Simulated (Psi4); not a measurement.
## P$_{2}$: geometry relaxation (part 1 of 3)

- system: P$_{2}$ (diphosphorus)
- method: MP2/aug-cc-pVDZ, RHF (Psi4 1.11)

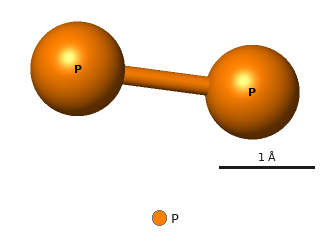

The input geometry (ball-and-stick view, seen at a tilt).

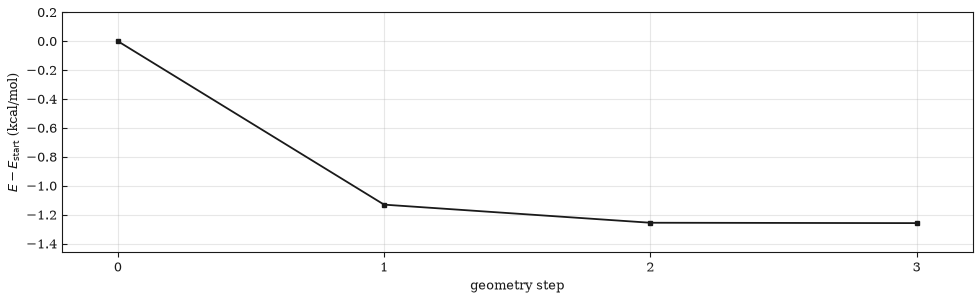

Progress of the relaxation, step by step (steps are counted from 0).

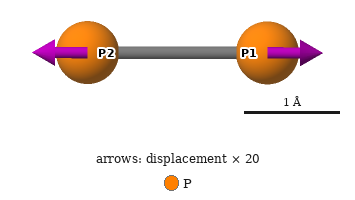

The starting structure with the displacements as pink arrows, magnified 20 times (ball-and-stick view, seen at a tilt). The two geometries are laid on each other by the best rigid fit. The energy falls by 1.26 kcal/mol in 3 geometry steps. Largest force component: 1.9 eV/Å at the start, 0.012 eV/Å at the end. The largest moves after the best rigid fit, 0.029 Å, are those of P1 and P2. Among the contacts that change: P1–P2 1.893 → 1.952 Å. (Atoms are counted from 1 in the order of the input.)

These pictures come from the run below.

## The input (job.in)
```
memory 1.6 GB

molecule m {
  0 1
  P      0.000000     0.000000     0.000000
  P      0.000000     0.000000     1.893400
}

set basis aug-cc-pVDZ
set geom_maxiter 60
set freeze_core true

e_tot, wfn = opt('mp2', return_wfn=True)
```

Launch command:
```bash
psi4 job.in job.out -n 1
```

## What the program printed
```
Psi4 1.11 release

gradient() will perform analytic gradient computation.
    SCF Algorithm Type (re)set to DF.

   => Loading Basis Set <=

    Name: AUG-CC-PVDZ
    Role: ORBITAL
    Keyword: BASIS

         ---------------------------------------------------------
                                   SCF
                              RHF Reference
                        1 Threads,   1525 MiB Core
         ---------------------------------------------------------

  ==> Geometry <==

    Molecular point group: d2h
    Full point group: D_inf_h

    Geometry (in Angstrom), charge = 0, multiplicity = 1:

       Center              X                  Y                   Z               Mass
    ------------   -----------------  -----------------  -----------------  -----------------
         P            0.000000000000     0.000000000000    -0.946700000000    30.973761998420
         P            0.000000000000     0.000000000000     0.946700000000    30.973761998420

  Running in d2h symmetry.

  Rotational constants: A = ************  B =      0.30363  C =      0.30363 [cm^-1]
  Rotational constants: A = ************  B =   9102.66359  C =   9102.66359 [MHz]
  Nuclear repulsion =   62.884162036944140

  Charge       = 0
  Multiplicity = 1
  Electrons    = 30
  Nalpha       = 15
  Nbeta        = 15

  ==> Algorithm <==

  SCF Algorithm Type is DF.
  DIIS enabled.
  MOM disabled.
  Fractional occupation disabled.
  Guess Type is SAD.
  Energy threshold   = 1.00e-10
  Density threshold  = 1.00e-10
  Integral threshold = 1.00e-12

  ==> Primary Basis <==

  Basis Set: AUG-CC-PVDZ
    Blend: AUG-CC-PVDZ
    Number of shells: 22
    Number of basis functions: 54
    Number of Cartesian functions: 58
    Spherical Harmonics?: true
    Max angular momentum: 2

   => Loading Basis Set <=

    Name: (AUG-CC-PVDZ AUX)
    Role: JKFIT
    Keyword: DF_BASIS_SCF

  ==> Integral Setup <==

  DFHelper Memory: AOs need 0.007 GiB; user supplied 1.118 GiB.
  SCF_SUBTYPE=INCORE selected. In-core MEM_DF algorithm will be used.
  Using in-core AOs.

  ==> MemDFJK: Density-Fitted J/K Matrices <==

    J tasked:                   Yes
    K tasked:                   Yes
    wK tasked:                   No
    Memory [MiB]:              1144
    Algorithm:                 Core
    Schwarz Cutoff:           1E-12
    Mask sparsity (%):       0.0000
    Fitting Condition:        1E-10

   => Auxiliary Basis Set <=

  Basis Set: (AUG-CC-PVDZ AUX)
    Blend: AUG-CC-PVDZ-JKFIT
    Number of shells: 80
    Number of basis functions: 256
    Number of Cartesian functions: 300
    Spherical Harmonics?: true
    Max angular momentum: 3

  Minimum eigenvalue in the overlap matrix is 1.1284874524E-03.
  Reciprocal condition number of the overlap matrix is 2.7531398856E-04.
    Using symmetric orthogonalization.

  ==> Pre-Iterations <==

  SCF Guess: Superposition of Atomic Densities via on-the-fly atomic UHF (no occupation information).

   -------------------------
    Irrep   Nso     Nmo
   -------------------------
     Ag        13      13
     B1g        2       2
     B2g        6       6
     B3g        6       6
     Au         2       2
     B1u       13      13
     B2u        6       6
     B3u        6       6
   -------------------------
    Total      54      54
   -------------------------

  ==> Iterations <==

                           Total Energy        Delta E     RMS |[F,P]|

   @DF-RHF iter SAD:  -680.86832268615660   -6.80868e+02   0.00000e+00
   @DF-RHF iter   1:  -681.46352685977604   -5.95204e-01   3.80461e-03 ADIIS/DIIS
   @DF-RHF iter   2:  -681.46914791178256   -5.62105e-03   8.36829e-04 ADIIS/DIIS
   @DF-RHF iter   3:  -681.46952842800727   -3.80516e-04   2.60510e-04 ADIIS/DIIS
   @DF-RHF iter   4:  -681.46956958182875   -4.11538e-05   3.79479e-05 DIIS
   @DF-RHF iter   5:  -681.46957043316729   -8.51339e-07   6.54974e-06 DIIS
   @DF-RHF iter   6:  -681.46957047037404   -3.72067e-08   8.84201e-07 DIIS
   @DF-RHF iter   7:  -681.46957047116314   -7.89100e-10   1.28127e-07 DIIS
   @DF-RHF iter   8:  -681.46957047118235   -1.92131e-11   2.12392e-08 DIIS
   @DF-RHF iter   9:  -681.46957047118258   -2.27374e-13   3.65019e-09 DIIS
   @DF-RHF iter  10:  -681.46957047118246    1.13687e-13   4.89535e-10 DIIS
   @DF-RHF iter  11:  -681.46957047118281   -3.41061e-13   5.35071e-11 DIIS
  Energy and wave function converged.

  ==> Post-Iterations <==

    Orbital Energies [Eh]
    ---------------------

    Doubly Occupied:

       1Ag   -79.983952     1B1u  -79.983947     2Ag    -7.525465
       2B1u   -7.524823     3Ag    -5.418059     1B2u   -5.416389
       1B3u   -5.416389     1B3g   -5.416126     1B2g   -5.416126
       3B1u   -5.415785     4Ag    -0.908529     4B1u   -0.609319
       5Ag    -0.410073     2B2u   -0.372991     2B3u   -0.372991

    Virtual:

       2B2g    0.014543     2B3g    0.014543     5B1u    0.058505
       6Ag     0.091708     3B2u    0.099949     3B3u    0.099949
       7Ag     0.110042     3B3g    0.140008     3B2g    0.140008
       6B1u    0.199941     8Ag     0.242256     1B1g    0.242256
       7B1u    0.253614     4B3u    0.318121     4B2u    0.318121
       9Ag     0.358486     8B1u    0.376321     1Au     0.376321
       4B2g    0.484124     4B3g    0.484124     9B1u    0.517724
       5B2u    0.688030     5B3u    0.688030    10Ag     0.712917
      11Ag     0.775091    10B1u    0.777962     6B2u    0.809202
       6B3u    0.809202     5B2g    0.816145     5B3g    0.816145
       2B1g    0.857390    12Ag     0.857390     2Au     0.954387
      11B1u    0.954387    13Ag     1.027883     6B3g    1.126316
       6B2g    1.126316    12B1u    1.322427    13B1u    1.570830

    Final Occupation by Irrep:
             Ag   B1g   B2g   B3g    Au   B1u   B2u   B3u
    DOCC [     5,    0,    1,    1,    0,    4,    2,    2 ]
    NA   [     5,    0,    1,    1,    0,    4,    2,    2 ]
    NB   [     5,    0,    1,    1,    0,    4,    2,    2 ]

  @DF-RHF Final Energy:  -681.46957047118281

   => Energetics <=

    Nuclear Repulsion Energy =             62.8841620369441401
    One-Electron Energy =               -1068.3255415037344846
    Two-Electron Energy =                 323.9718089956073754
    Total Energy =                       -681.4695704711829194

Computation Completed

Properties will be evaluated at   0.000000,   0.000000,   0.000000 [a0]

Properties computed using the SCF density matrix

 Multipole Moments:

 ------------------------------------------------------------------------------------
     Multipole            Electronic (a.u.)      Nuclear  (a.u.)        Total (a.u.)
 ------------------------------------------------------------------------------------

 L = 1.  Multiply by 2.5417464519 to convert [e a0] to [Debye]
 Dipole X            :          0.0000000            0.0000000            0.0000000
 Dipole Y            :          0.0000000            0.0000000            0.0000000
 Dipole Z            :          0.0000000            0.0000000            0.0000000
 Magnitude           :                                                    0.0000000

 ------------------------------------------------------------------------------------

	total time  =          2 seconds =       0.03 minutes

  //>>>>>>>>>>>>>>>>>>>>>>>>>>>>>>>>>>>//
  //               DFMP2               //
  //<<<<<<<<<<<<<<<<<<<<<<<<<<<<<<<<<<<//

   => Loading Basis Set <=

    Name: (AUG-CC-PVDZ AUX)
    Role: RIFIT
    Keyword: DF_BASIS_MP2

	 --------------------------------------------------------
	                          DF-MP2
	      2nd-Order Density-Fitted Moller-Plesset Theory
	              RMP2 Wavefunction,   1 Threads

	 --------------------------------------------------------

   => Auxiliary Basis Set <=

  Basis Set: (AUG-CC-PVDZ AUX)
    Blend: AUG-CC-PVDZ-RI
    Number of shells: 56
    Number of basis functions: 184
    Number of Cartesian functions: 220
    Spherical Harmonics?: true
    Max angular momentum: 3

	 --------------------------------------------------------
	                 NBF =    54, NAUX =   184
	 --------------------------------------------------------
	   CLASS    FOCC     OCC    AOCC    AVIR     VIR    FVIR
	   PAIRS      10      15       5      39      39       0
	 --------------------------------------------------------

  DFHelper Memory: AOs need 0.007 GiB; user supplied 1.118 GiB.
  SCF_SUBTYPE=INCORE selected. In-core MEM_DF algorithm will be used.
  Using in-core AOs.

         ------------------------------------------------------------
                                     CPHF
         ------------------------------------------------------------

  ==> Geometry <==

    Molecular point group: d2h
    Full point group: D_inf_h

    Geometry (in Angstrom), charge = 0, multiplicity = 1:

       Center              X                  Y                   Z               Mass
    ------------   -----------------  -----------------  -----------------  -----------------
         P            0.000000000000     0.000000000000    -0.946700000000    30.973761998420
         P            0.000000000000     0.000000000000     0.946700000000    30.973761998420

  Nuclear repulsion =   62.884162036944147
  Reference energy  = -681.469570471182806

  ==> Basis Set <==

  Basis Set: AUG-CC-PVDZ
    Blend: AUG-CC-PVDZ
    Number of shells: 22
    Number of basis functions: 54
    Number of Cartesian functions: 58
    Spherical Harmonics?: true
    Max angular momentum: 2

   Number of roots    =         1
   Preconditioning    =    JACOBI
   Convergence cutoff =     1E-06
   Maximum iterations =       100

   => Auxiliary Basis Set <=

  Basis Set: (AUG-CC-PVDZ AUX)
    Blend: AUG-CC-PVDZ-JKFIT
    Number of shells: 80
    Number of basis functions: 256
    Number of Cartesian functions: 300
    Spherical Harmonics?: true
    Max angular momentum: 3

  ==> CPHF Iterations <==

  => Iterations <=

             Iter  Converged  Remaining    Residual
  CGR           1          0          1   4.513E-02
  CGR           2          0          1   1.238E-02
  CGR           3          0          1   2.605E-03
  CGR           4          0          1   4.923E-04
  CGR           5          0          1   6.110E-05
  CGR           6          0          1   8.595E-06
  CGR           7          0          1   1.026E-06
  CGR           8          1          0   9.513E-08

    CGRSolver converged.

Problem determining natural orbital and density matrix symmetries.
Future calls to oeprop using this density will not work. Try disabling symmetry.

  ==> DFCorrGrad: Density-Fitted Correlated Gradients <==

    Integrals threads:           1
    Memory [GiB]:            1.118
    Schwarz Cutoff:          0E+00
    Fitting Condition:       1E-10

   => Auxiliary Basis Set <=

  Basis Set: (AUG-CC-PVDZ AUX)
    Blend: AUG-CC-PVDZ-JKFIT
    Number of shells: 80
    Number of basis functions: 256
    Number of Cartesian functions: 300
    Spherical Harmonics?: true
    Max angular momentum: 3

	-----------------------------------------------------------
	 ==================> DF-MP2 Energies <====================
	-----------------------------------------------------------
	 Reference Energy          =    -681.4695704711828057 [Eh]
	 Singles Energy            =      -0.0000000000000000 [Eh]
	 Same-Spin Energy          =      -0.0606687687669447 [Eh]
	 Opposite-Spin Energy      =      -0.1747609074851946 [Eh]
	 Correlation Energy        =      -0.2354296762521393 [Eh]
	 Total Energy              =    -681.7050001474349301 [Eh]
	-----------------------------------------------------------
	 ================> DF-SCS-MP2 Energies <==================
	-----------------------------------------------------------
	 SCS Same-Spin Scale       =       0.3333333333333333 [-]
	 SCS Opposite-Spin Scale   =       1.2000000000000000 [-]
	 SCS Same-Spin Energy      =      -0.0202229229223149 [Eh]
	 SCS Opposite-Spin Energy  =      -0.2097130889822335 [Eh]
	 SCS Correlation Energy    =      -0.2299360119045484 [Eh]
	 SCS Total Energy          =    -681.6995064830873616 [Eh]
	-----------------------------------------------------------

  -Total Gradient:
     Atom            X                  Y                   Z
    ------   -----------------  -----------------  -----------------
       1        0.000000000000     0.000000000000     0.037847959000
       2       -0.000000000000     0.000000000000    -0.037847959000

	total time  =          1 seconds =       0.02 minutes

    			-----------------------------------------

    			 OPTKING 3.0: for geometry optimizations

    			        with contributions from

    			-----------------------------------------

	                            ===> Fragment 1 <==

	 Z (Atomic Numbers)          Masses                          Geom
	      15.000000            30.973762          0.00000000  0.00000000 -1.78900372
	      15.000000            30.973762          0.00000000  0.00000000  1.78900372

	 - Coordinate -           - BOHR/RAD -       - ANG/DEG -
	 R(1,2)           =         3.578007           1.893400
```
